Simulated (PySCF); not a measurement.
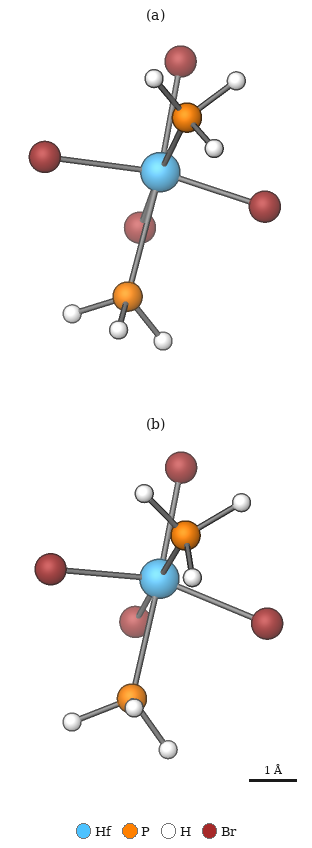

The structure of HfP$_{2}$H$_{6}$Br$_{4}$ before (top) and after (bottom) a relaxation, at one scale.

The picture is a ball-and-stick view, seen from a free direction.

The start comes from GFN2-xTB. Its atoms were then displaced at random by about 0.03 Å.

The calculation used PBE0-D3(BJ)/def2-SVP geometry optimisation, gas phase (PySCF 2.14.0, density-fitted response routines). 

### Summarise the run.

The relaxation stopped without meeting its thresholds, so the last structure isn't shown to be converged. The atom that moves furthest after the best rigid fit is an H atom (0.77 Å). By element the largest moves are H 0.77 Å, Br 0.39 Å, P 0.25 Å, Hf 0.20 Å. Some distances before and after: Br–Hf 2.426 → 2.568 Å, Br–Hf 2.599 → 2.508 Å, Br–Hf 2.629 → 2.564 Å, H–P 1.354 → 1.417 Å. Bond angles that change, for instance: Hf–P–H 135.2° → 116.7°, Hf–P–H 132.9° → 119.1°, Hf–P–H 104.7° → 116.5°. After 40 geometry steps the energy has fallen by 49.5 kJ/mol.
